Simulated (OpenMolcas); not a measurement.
```
&GATEWAY
Basis set
V.ANO-RCC-VTZP.
V1 0.0 0.0 0.0 Angstrom
End of basis
Basis set
F.ANO-RCC-VDZP.
L1 2.027000 0.000000 0.000000 Angstrom
L2 0.000000 2.027000 0.000000 Angstrom
L3 0.000000 0.000000 2.027000 Angstrom
End of basis
Basis set
K.EMB-AIMP.Lopez-Moraza.0s.0s.ECP.KZnF3.
PseudoCharge
* 16 symmetry-unique lattice sites within 7.6 angstrom
End of basis
Basis set
Zn.EMB-AIMP.Lopez-Moraza.0s.0s.ECP.KZnF3.
PseudoCharge
* 13 symmetry-unique lattice sites within 7.6 angstrom
End of basis
Basis set
F.EMB-AIMP.Lopez-Moraza.0s.0s.ECP.KZnF3.
PseudoCharge
* 39 symmetry-unique lattice sites within 7.6 angstrom
End of basis
Symmetry
XYZ
AngMom=0.0 0.0 0.0
AMFI
RICD
XField
1521 Angstrom 0
* Evjen-weighted lattice charges
&SEWARD
&RASSCF
FileOrb=start.orb
Symmetry=1
Spin=3
nActEl=2 0 0
Inactive=18 21
Ras2=5 0
CIRoot=10 10 1
SDav=10
CIMx=300
Iter=150 100
PrWF=0.3
OrbListing=Nothing
MaxOrb=0
LevShft=1.0
>>> COPY $Project.JobIph JOB001
&RASSCF
FileOrb=start.orb
Symmetry=1
Spin=1
nActEl=2 0 0
Inactive=18 21
Ras2=5 0
CIRoot=15 15 1
SDav=15
CIMx=300
Iter=150 100
PrWF=0.3
OrbListing=Nothing
MaxOrb=0
LevShft=1.0
>>> COPY $Project.JobIph JOB002
&RASSI
NrOfJobIphs=2 10 15
1 2 3 4 5 6 7 8 9 10
1 2 3 4 5 6 7 8 9 10 11 12 13 14 15
IphNames
JOB001
JOB002
EJob
SpinOrbit
DIPRint=1.0
SOCoupling=1000.0
Subsets=2
Property=9
'ANGMOM' 1 'ANGMOM' 2 'ANGMOM' 3 'MLTPL  1' 1 'MLTPL  1' 2 'MLTPL  1' 3
'AMFI' 1 'AMFI' 2 'AMFI' 3
SOProperty=3
'ANGMOM' 1 'ANGMOM' 2 'ANGMOM' 3
```

Command:
```bash
OMP_NUM_THREADS=1 MOLCAS_MEM=2457 MOLCAS_PROJECT=a pymolcas a.inp > a.log  # once for each step of the input, in one work folder
```

Level of the calculation: state-averaged CASSCF, active space 2 electrons in the shell 3d, basis ANO-RCC-VTZP on the metal and ANO-RCC-VDZP on the ligands, DKH2 scalar Hamiltonian, spin-orbit coupling by RASSI with atomic mean-field integrals (OpenMolcas). Powder susceptibility by Van Vleck's formula.

V³⁺ (3d²) as a dopant in KZnF₃, a cluster with its 6 nearest F⁻ at 2.027 Å (octahedron) embedded in model potentials and point charges; the geometry was set, not optimised. The cluster and the levels that result:

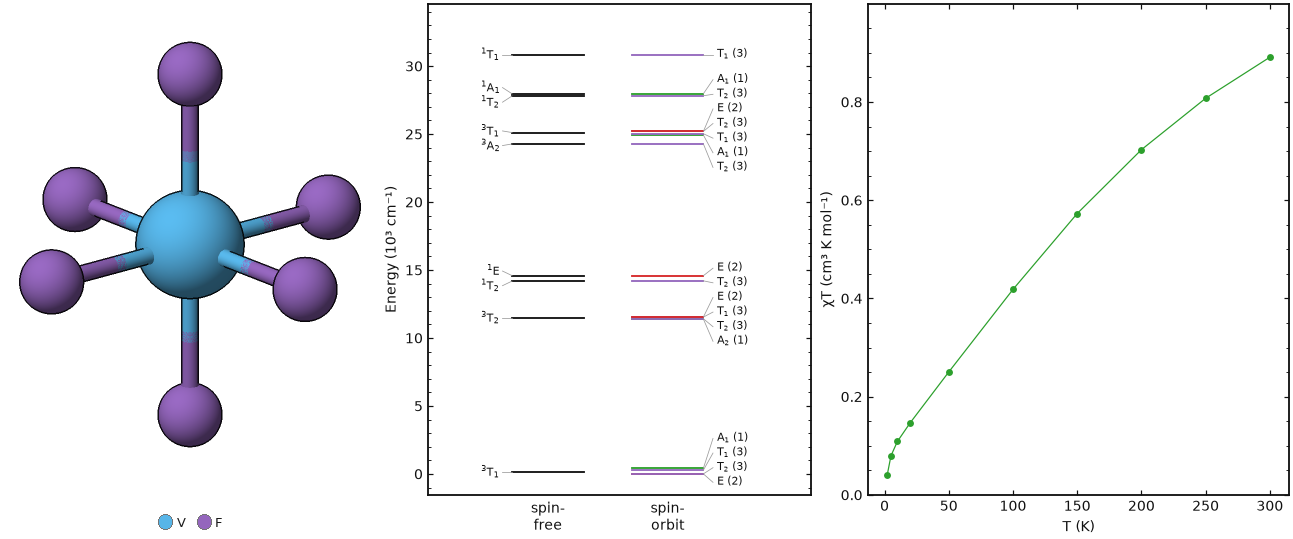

Labels give the representation in O, Td, D4 or D3 as the site allows (double group for half-integer spin) where it could be assigned and, in brackets, the degeneracy; spin-free states, where drawn, share the zero of the spin-orbit levels.

The ground level is E, doubly degenerate, 100 % from states of spin multiplicity 3. Its principal g values are all close to zero. The next level lies at 6.3 cm⁻¹ (T₂). The lowest spin-free state is ³T₁; of the same spin there follow at 11,300 cm⁻¹ (³T₂), 24,100 cm⁻¹ (³A₂) and 25,000 cm⁻¹ (³T₁) above it. A ligand-field fit to the spin-free states gives |10Dq| = 12,900 cm⁻¹, B = 1,000 and C = 3,700 cm⁻¹ (rms misfit 80 cm⁻¹). χT is 0.0396 cm³ K mol⁻¹ at 2 K and 0.891 at 300 K, an effective moment of 2.67 μB. The active orbitals hold 90 to 96 % metal character (Löwdin), and the Mulliken charge of the metal is +2.24.

Known limits: the geometry is set by hand, with no relaxation and no charge compensation.
